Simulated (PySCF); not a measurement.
## Electronic structure of C₃H₁₁BSi₂ in real space

```xyz
17

B     2.2889    0.3713   -0.3357
C     1.0006    0.1922    0.4599
C     0.2790   -1.1545    0.5566
C    -1.2205   -1.0223    0.8618
Si   -1.9823    0.1356   -0.4373
Si   -0.0068    1.3608   -0.7526
H     2.9646    1.3669   -0.1896
H     2.5986   -0.4294   -1.1916
H     0.9495    0.7694    1.3998
H     0.7704   -1.7651    1.3338
H     0.4221   -1.7074   -0.3885
H    -1.3629   -0.5600    1.8545
H    -1.7200   -2.0037    0.8937
H    -2.3852   -0.5982   -1.6771
H    -3.1458    0.9313    0.0597
H     0.5241    1.3160   -2.1521
H     0.0190    2.7746   -0.2775
```

Geometry: PBE0-D3(BJ)/def2-SVP.

All numbers below come from wB97X-D/def2-SVPD, SCF density, gas phase (PySCF 2.14.0).

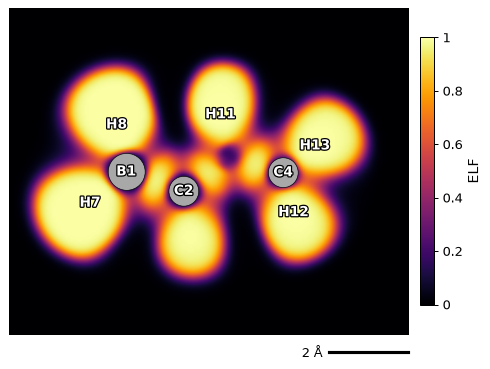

Figure 1. ELF on the plane of atoms C2, B1 and H8. Grey discs cover the atomic cores.

Q: Interpret the plot.

A: The section cuts through B, C and H sites.
C–B (1.52 Å): the ELF peaks at about 0.95 between the atoms, as expected for a covalent bond.
C–H (1.10 Å): the ELF climbs to about 1 towards the hydrogen, as it does in any bond to H (an ordinary covalent bond to hydrogen).
B–H (1.21 Å): the ELF climbs to about 1 towards the hydrogen: an ordinary covalent bond to hydrogen.

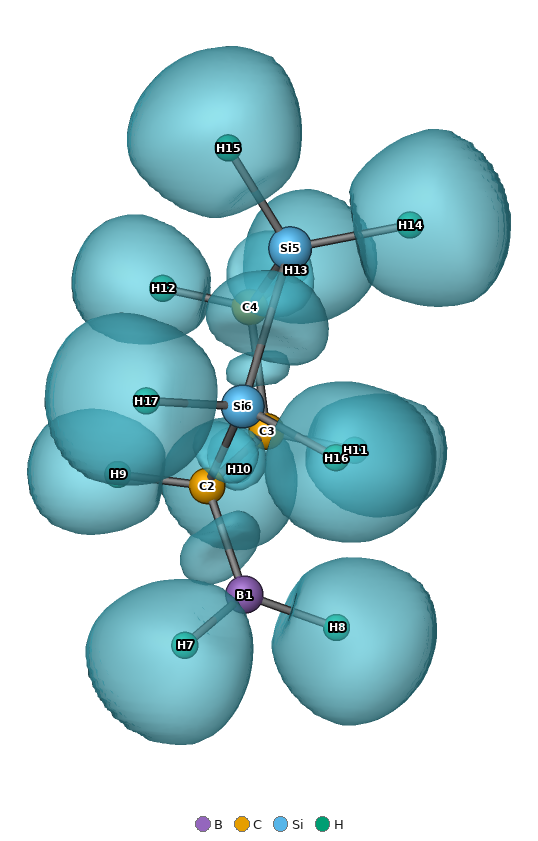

Figure 2. Isosurface of the ELF at 0.85 (cyan), seen at an oblique angle. Only the valence region is drawn (cores and ρ < 0.01 e/Å³ removed).

Q: What do the ELF domains correspond to?

A: The ELF exceeds this value in one region between bonded B–C atoms (shared pairs), two regions between bonded C–C atoms (shared pairs), two regions between bonded C–Si atoms (shared pairs), one region between bonded Si–Si atoms (shared pairs) and eleven regions around hydrogen nuclei. Along the contacts the grid gives the following. C–C (1.53 Å): the ELF peaks at about 0.95 between the atoms; a shared electron pair.

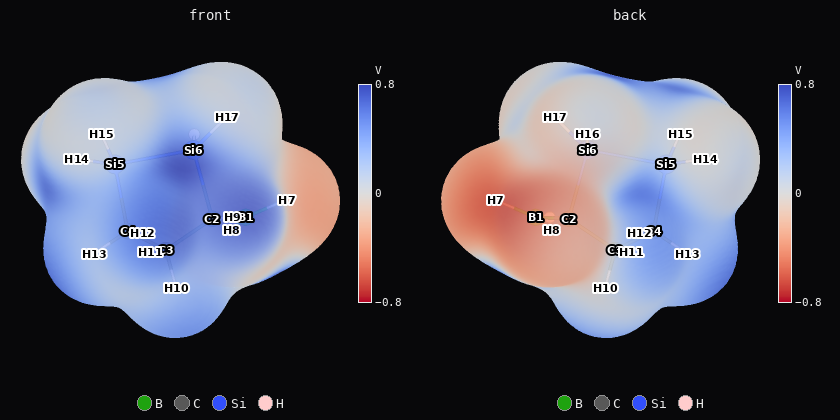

Figure 3. The electrostatic potential painted on the density surface at 0.001 e/bohr³, seen from the front and from behind; red is negative and blue positive.

Q: Which sites attract a positive test charge, and which a negative one?

A: A positive charge is drawn to the negative regions and a negative charge to the positive ones. The most negative region (about −0.6 V, or −14 kcal/mol for a unit charge) lies over H7 and H8, the most positive (about +0.7 V, or +16 kcal/mol for a unit charge) over Si5 and Si6.

Q: How polar is the molecule by this calculation?

A: Its dipole moment is 1.65 D.
